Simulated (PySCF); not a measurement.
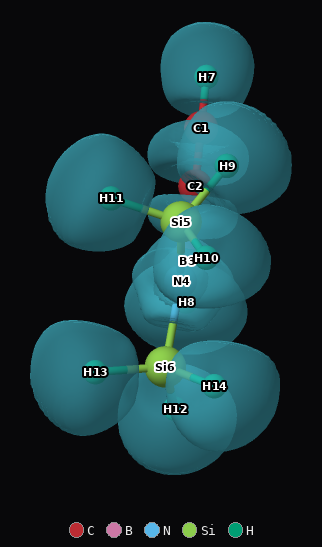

Figure 1: C2H8BNSi2 (SMILES C#CBN([SiH3])[SiH3]). Isosurface of the electron localisation function at 0.75 (cyan), seen at an oblique angle. Core shells and regions of very low density are left out.

Geometry: GFN2-xTB.

All numbers below come from CAM-B3LYP/def2-SVPD, SCF density, gas phase in PySCF 2.14.0.

Input file:

```
{"job": {"kind": "uv", "xc": "CAM-B3LYP", "basis": "def2-SVPD", "nstates": 8, "ntriplets": 3}, "charge": 0, "multiplicity": 1}
C      3.251067     0.185261     0.211282
C      2.149275    -0.297985     0.272307
B      0.791658    -0.969937     0.333285
N     -0.408303    -0.223349     0.366515
Si    -0.392398     1.535446     0.333215
Si    -1.973593    -1.016502     0.319166
H      4.212267     0.611715     0.161818
H      0.747578    -2.144508     0.344487
H      0.783456     2.015468     1.050797
H     -1.615485     1.982028     1.005818
H     -0.396581     1.968444    -1.067555
H     -1.779591    -2.450342     0.509408
H     -2.583266    -0.736666    -0.985399
H     -2.786765    -0.459546     1.402714
```

Launched as:

```sh
OMP_NUM_THREADS=1 python probes_run.py task.json out
```

> Describe the localisation domains.

At this value the surface marks out one region between bonded B–C atoms (shared pairs), one region between bonded C–C atoms (shared pairs), eight regions around hydrogen nuclei and one region on N in which the atom's valence shell and bonds are merged.

Values along the shortest contacts:
C–C (1.20 Å): the ELF peaks at about 0.85 between the atoms (a multiple bond). B–N (1.41 Å): the ELF peaks at about 0.90 between the atoms: a polar covalent bond.
